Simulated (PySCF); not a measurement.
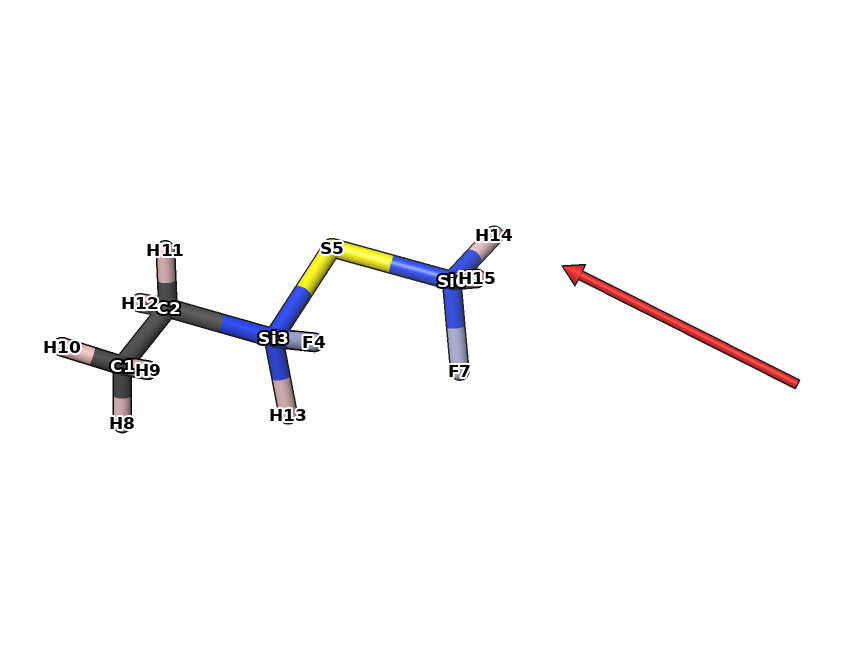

The arrow beside the molecule shows the direction of the dipole moment, from the negative to the positive end (its length means nothing). The computed structure is the end point of a GFN2-xTB optimisation. No frequency run is at hand to confirm it as a minimum. Properties computed with CAM-B3LYP/def2-SVPD, gas phase (PySCF 2.14.0).

Q: How large is the dipole moment?

A: 1.54 D; it points from the side of F7 to the side of H10 (the outermost atoms at the two ends).

The geometry is semi-empirical. Around Si such bond lengths and angles can be off by a tenth of an ångström or more and by several degrees, and values that hang on the shape move with them.
